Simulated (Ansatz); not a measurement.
**CuI under a change: I → Cl**

Take CuI in the zinc blende structure (space group F-43m, No. 216; a = 5.939 Å) as the base.

Modification: full substitution I → Cl; the structure is relaxed again.

Calculations: PBEsol/PAW in Ansatz (a program for electronic structure), scalar-relativistic without spin-orbit coupling. Γ-centred 11×11×11 mesh, Fermi–Dirac width 0.05 eV, for the changed cell.

* **Volume per atom**: 18.51 Å³ (base 26.19 Å³)
* **Density**: 4.44 g/cm³ (base 6.04 g/cm³)
* **Lattice parameter a**: 5.290 Å (base 5.939 Å)
* **Space group**: F-43m (No. 216) (base F-43m (No. 216))
* **Band gap**: 0.55 eV (base 1.17 eV)
* **Gap character**: direct at Γ (base direct at Γ)
* **Width of the top valence band**: 1.31 eV (base 1.74 eV)
* **Electron mass**: 0.20 mₑ (at Γ) (base 0.14 mₑ (at Γ))
* **Hole mass (degenerate bands, along [100])**: 0.34, 1.3, 1.3 mₑ (at Γ) (base 0.20, 0.64, 0.64 mₑ (at Γ))

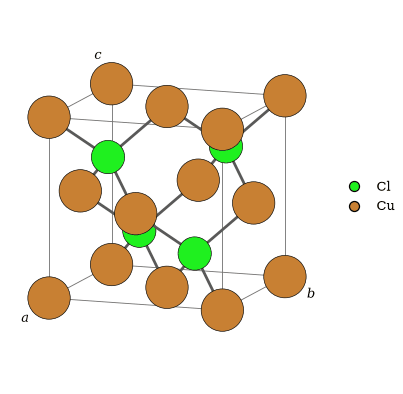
Figure: The relaxed conventional cell after the change

Cost of the whole job for the changed cell (relaxation, final SCF and bands): about 26 core-seconds (a rough figure).

Spin-orbit coupling, missing from the scalar runs, can matter with I. Effective masses come from finite differences of ±0.01 Å⁻¹. Whether these cells are dynamically stable was not tested. No Hubbard U is applied. The final runs are not spin-polarised.
